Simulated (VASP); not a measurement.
# A VASP study of BaTi2Bi2O (r2SCAN + rVV10): structure first, properties next, part 4 of 6

Wanted: the relaxed cell of BaTi2Bi2O and its properties. The start is a computed cell from the Materials Project.

VASP 6.6.1; r2SCAN with rVV10, no spin polarisation; plane waves and PAW (Ba_sv, Ti_sv, Bi_d, O).

Still holding for the runs below: This run has no spin polarisation, although Ti can carry a moment.

So far. Step 4 (Single point with fields (r2SCAN + rVV10)): In this run the pressure is -0.03 GPa, small enough to go on. Step 5 (Band structure (r2SCAN + rVV10)): There is no gap at this level. The relaxed cell has a = 4.097, c = 8.533 Å (conventional setting).

## (6) Total and projected DOS (r2SCAN + rVV10)

A density of states needs more k-points than a total energy; ISMEAR = -5 takes tetrahedra, and LORBIT projects the states on the PAW spheres. The mesh is finer than in the run before.

Input file INCAR:

```
SYSTEM = BaTi2Bi2O
PREC = Accurate
ENCUT = 520
EDIFF = 1E-06
NELM = 100
ISMEAR = -5
SIGMA = 0.05
LREAL = .FALSE.
ALGO = Normal
METAGGA = R2SCAN
LUSE_VDW = .TRUE.
IVDW_NL = 2
BPARAM = 11.95
CPARAM = 0.0093
LASPH = .TRUE.
NBANDS = 53
LORBIT = 11
LWAVE = .FALSE.
LCHARG = .FALSE.
KPAR = 4
NEDOS = 2001
```

Input file POSCAR:

```
BaTi2Bi2O
1.0
    4.0967754502      0.0000000000      0.0000000000
    0.0000000000      4.0967754502      0.0000000000
    0.0000000000      0.0000000000      8.5330466247
Ba Ti Bi O
1 2 2 1
Direct
    0.5000000000      0.5000000000      0.5000000000
    0.0000000000      0.5000000000      0.0000000000
    0.5000000000      0.0000000000      0.0000000000
    0.0000000000      0.0000000000      0.2475347964
    0.0000000000      0.0000000000      0.7524652036
    0.5000000000      0.5000000000      0.0000000000
```

Input file KPOINTS:

```
Automatic mesh
0
Gamma
8 8 4
0 0 0
```

PAW data sets: Ba_sv, Ti_sv, Bi_d and O (PBE family, release 64).

On the command line:

```sh
mpirun -np 4 vasp_std
```

Log:

```text
[... set-up lines as in an earlier step ...]
 entering main loop
       N       E                     dE             d eps       ncg     rms          rms(c)
Total rVV10 correction in eV:      1.6866360    72.6787400
Total rVV10 correction in eV:      1.6866360    72.6787400
Total rVV10 correction in eV:      1.6866360    72.6787400
Total rVV10 correction in eV:      1.6866360    72.6787400
DAV:   1     0.827218291944E+03    0.82722E+03   -0.34417E+04  4786   0.158E+03
DAV:   2    -0.547840307865E+02   -0.88200E+03   -0.83990E+03  4794   0.494E+02
DAV:   3    -0.191480823261E+03   -0.13670E+03   -0.13198E+03  6221   0.193E+02
DAV:   4    -0.204766152570E+03   -0.13285E+02   -0.13022E+02  7996   0.511E+01
DAV:   5    -0.205459855841E+03   -0.69370E+00   -0.69076E+00  6730   0.882E+00    0.193E+01
Total rVV10 correction in eV:      1.6683323    72.6787389
Total rVV10 correction in eV:      1.6683323    72.6787389
Total rVV10 correction in eV:      1.6683323    72.6787389
Total rVV10 correction in eV:      1.6683323    72.6787389
DAV:   6    -0.183917207839E+03    0.21543E+02   -0.42196E+01  6088   0.424E+01    0.104E+01
Total rVV10 correction in eV:      1.6831637    72.6787391
Total rVV10 correction in eV:      1.6831637    72.6787391
Total rVV10 correction in eV:      1.6831637    72.6787391
Total rVV10 correction in eV:      1.6831637    72.6787391
DAV:   7    -0.182126020768E+03    0.17912E+01   -0.10819E+01  5944   0.170E+01    0.542E+00
Total rVV10 correction in eV:      1.6834924    72.6787390
Total rVV10 correction in eV:      1.6834924    72.6787390
Total rVV10 correction in eV:      1.6834924    72.6787390
Total rVV10 correction in eV:      1.6834924    72.6787390
DAV:   8    -0.181918437944E+03    0.20758E+00   -0.10246E+00  6026   0.479E+00    0.220E+00
Total rVV10 correction in eV:      1.6916587    72.6787390
Total rVV10 correction in eV:      1.6916587    72.6787390
Total rVV10 correction in eV:      1.6916587    72.6787390
Total rVV10 correction in eV:      1.6916587    72.6787390
DAV:   9    -0.181936427350E+03   -0.17989E-01   -0.39349E-01  6346   0.293E+00    0.899E-01
Total rVV10 correction in eV:      1.6916669    72.6787390
Total rVV10 correction in eV:      1.6916669    72.6787390
Total rVV10 correction in eV:      1.6916669    72.6787390
Total rVV10 correction in eV:      1.6916669    72.6787390
DAV:  10    -0.181929790277E+03    0.66371E-02   -0.55146E-02  6052   0.128E+00    0.479E-01
Total rVV10 correction in eV:      1.6923596    72.6787390
Total rVV10 correction in eV:      1.6923596    72.6787390
Total rVV10 correction in eV:      1.6923596    72.6787390
Total rVV10 correction in eV:      1.6923596    72.6787390
DAV:  11    -0.181928493894E+03    0.12964E-02   -0.90784E-03  6187   0.537E-01    0.233E-01
Total rVV10 correction in eV:      1.6934807    72.6787390
Total rVV10 correction in eV:      1.6934807    72.6787390
Total rVV10 correction in eV:      1.6934807    72.6787390
Total rVV10 correction in eV:      1.6934807    72.6787390
DAV:  12    -0.181929390394E+03   -0.89650E-03   -0.21102E-03  6492   0.254E-01    0.547E-02
Total rVV10 correction in eV:      1.6937396    72.6787390
Total rVV10 correction in eV:      1.6937396    72.6787390
Total rVV10 correction in eV:      1.6937396    72.6787390
Total rVV10 correction in eV:      1.6937396    72.6787390
DAV:  13    -0.181929453833E+03   -0.63440E-04   -0.37012E-04  7239   0.834E-02    0.319E-02
Total rVV10 correction in eV:      1.6937132    72.6787390
Total rVV10 correction in eV:      1.6937132    72.6787390
Total rVV10 correction in eV:      1.6937132    72.6787390
Total rVV10 correction in eV:      1.6937132    72.6787390
DAV:  14    -0.181929479827E+03   -0.25993E-04   -0.21620E-05  6162   0.242E-02    0.154E-02
Total rVV10 correction in eV:      1.6936899    72.6787390
Total rVV10 correction in eV:      1.6936899    72.6787390
Total rVV10 correction in eV:      1.6936899    72.6787390
Total rVV10 correction in eV:      1.6936899    72.6787390
DAV:  15    -0.181929488115E+03   -0.82885E-05   -0.50843E-06  5603   0.132E-02    0.420E-03
Total rVV10 correction in eV:      1.6936851    72.6787390
Total rVV10 correction in eV:      1.6936851    72.6787390
Total rVV10 correction in eV:      1.6936851    72.6787390
Total rVV10 correction in eV:      1.6936851    72.6787390
DAV:  16    -0.181929492654E+03   -0.45390E-05   -0.64210E-07  3037   0.451E-03    0.163E-03
Total rVV10 correction in eV:      1.6936836    72.6787390
Total rVV10 correction in eV:      1.6936836    72.6787390
Total rVV10 correction in eV:      1.6936836    72.6787390
Total rVV10 correction in eV:      1.6936836    72.6787390
DAV:  17    -0.181929492391E+03    0.26272E-06   -0.13567E-07  2845   0.237E-03
Total rVV10 correction in eV:      1.6936840    72.6787390
Total rVV10 correction in eV:      1.6936840    72.6787390
Total rVV10 correction in eV:      1.6936840    72.6787390
Total rVV10 correction in eV:      1.6936840    72.6787390
Total rVV10 correction in eV:      1.6936843    72.6787390
Total rVV10 correction in eV:      1.6936843    72.6787390
Total rVV10 correction in eV:      1.6936843    72.6787390
Total rVV10 correction in eV:      1.6936843    72.6787390
   1 F= -.18192949E+03 E0= -.18192949E+03  d E =0.000000E+00
 -----------------------------------------------------------------------------
|                                                                             |
|           W    W    AA    RRRRR   N    N  II  N    N   GGGG   !!!           |
|           W    W   A  A   R    R  NN   N  II  NN   N  G    G  !!!           |
|           W    W  A    A  R    R  N N  N  II  N N  N  G       !!!           |
|           W WW W  AAAAAA  RRRRR   N  N N  II  N  N N  G  GGG   !            |
|           WW  WW  A    A  R   R   N   NN  II  N   NN  G    G                |
|           W    W  A    A  R    R  N    N  II  N    N   GGGG   !!!           |
|                                                                             |
|     Tetrahedron method does not include variations of the Fermi             |
|     occupations, so forces and stress will be inaccurate. We suggest        |
|     using a different smearing scheme ISMEAR = 1 or 2 for metals in         |
|     relaxations.                                                            |
|                                                                             |
 -----------------------------------------------------------------------------
```

It took 7.1 min on 4 MPI ranks of AMD EPYC 7R43, shared host; peak memory 2.6 GiB.

OUTCAR, selected parts (step 6):

```text
   k-points           NKPTS =     45   k-points in BZ     NKDIM =     45   number of bands    NBANDS=     53

   NELECT =      70.0000    total number of electrons

 E-fermi :   6.9015

 k-point     1 :       0.0000    0.0000    0.0000
  band No.  band energies     occupation
    ...
     31       4.9245      2.00000
     32       5.3386      2.00000
     33       5.6524      2.00000
     34       6.4166      2.00000
     35       6.9387      1.97695
     36       7.0541      0.04273
     37       7.0541      0.00000
     38       7.7901      0.00000
     39       8.2165      0.00000
     40       8.2165      0.00000
    ...

  Total        0.0513325      0.0513325     -0.2625548      0.0000000      0.0000000      0.0000000
  in kB        0.5742684      0.5742684     -2.9372583      0.0000000      0.0000000      0.0000000
  external PRESSURE =      -0.5962405 kB  Pullay stress =       0.0000000 kB

 POSITION                                       TOTAL-FORCE (eV/Angst)
 -----------------------------------------------------------------------------------
      2.04839      2.04839      4.26652         0.000000      0.000000      0.000000
      0.00000      2.04839      0.00000         0.000000      0.000000      0.000000
      2.04839      0.00000      0.00000         0.000000      0.000000      0.000000
      0.00000      0.00000      2.11223         0.000000     -0.000000      0.001363
      0.00000      0.00000      6.42082        -0.000000      0.000000     -0.001363
      2.04839      2.04839      0.00000         0.000000      0.000000      0.000000
 -----------------------------------------------------------------------------------
    total drift:                                0.000000     -0.000000      0.000000

  FREE ENERGIE OF THE ION-ELECTRON SYSTEM (eV)
  ---------------------------------------------------
  free  energy   TOTEN  =      -181.9294923914 eV

  energy  without entropy=     -181.9294923914  energy(sigma->0) =     -181.92949239

[... 6 parts as in an earlier step ...]

[... 10 further parts left out ...]
```

With tetrahedra the forces and stress of a metal are not exact derivatives of the energy.

Numbers from this step:

- SCF cycles: 17
- irreducible k-points: 45
- free energy (TOTEN): -181.9295 eV
- Fermi energy: 6.902 eV
- pressure: -0.05962 GPa
- DOS at the Fermi level: 3.106 states/eV/cell

The density of states has structure finer than the step of the table below, so its rows give means over 1 eV, whole bins alone (the curve runs from -12.0 to 1.85 eV). Peaks (eV: height): total -11.0: 7.38, -5.9: 8.30, 1.3: 12.8, 1.6: 11.4; Ti d -1.5: 2.00, -0.2: 3.32, 1.3: 8.69, 1.6: 7.14; Bi p -3.8: 1.47, -2.7: 1.52, -1.5: 1.33, 1.3: 0.385; Ba d -3.8: 0.142, 1.1: 0.526, 1.6: 0.818; O p -7.2: 1.66, -5.9: 4.19.

States under -12.0 eV and over 1.9 eV are left out. Density of states against energy, zero at the Fermi level; means over each step; 7 of 9 lines; values in states/eV/cell:

```csv
energy (eV),total,Ti d,Bi p,Ba d,O p,Ti p,Ti s
-11,3.44,0.0320,0.00671,0.00830,0.00585,0.0283,0.0177
-10,0,0,0,0,0,0,0
-9,0,0,0,0,0,0,0
-8,0.147,0.0247,9.6e-4,3.3e-5,0.0740,6.7e-4,0.00926
-7,2.05,0.283,0.0119,4.3e-4,1.09,0.0479,0.0972
-6,3.39,0.250,0.0483,0.00202,1.81,0.147,0.0251
-5,0.527,0.0276,0.0369,0.00150,0.218,0.00784,0.00711
-4,2.38,0.245,0.627,0.0475,0.0400,0.0306,0.0876
-3,3.58,0.380,1.03,0.0886,0.0881,0.0571,0.0338
-2,3.94,0.827,1.08,0.0853,0.0777,0.0585,0.0175
-1,2.38,0.739,0.530,0.0563,0.0523,0.0423,0.0108
0,3.02,1.69,0.219,0.0997,0.0549,0.0180,0.0169
1,6.59,4.02,0.212,0.425,0.134,0.0254,0.0274
```

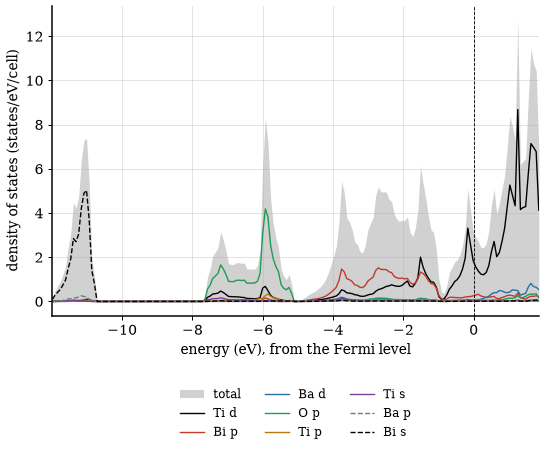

Density of states, plotted against energy.

The finer mesh and the other smearing move the Fermi level by -0.01 eV from the 6×6×3 run, a small shift, which tests the Fermi level alone. Of the states within 0.3 eV of the Fermi level, the largest shares in the PAW spheres are Ti d 58 % and Bi p 8 %. The rest lies in smaller channels or between the spheres.

[end of part 4 of 6]

[Lines on the potential files, build, host, timing and source positions are cut from VASP's logs without a mark.]

[Logs are printed without paths, hosts, clocks, repeated set-up lines and the standing remarks that a program may print on its own settings, such as how far it seeks lower states.]

[Hosts, paths, dates, database ids (printed as entryN), source tags and the programs' standing remarks are cut or masked in the printed files.]

[A measured line is paired with the nearest computed mode of its activity, which favours agreement.]
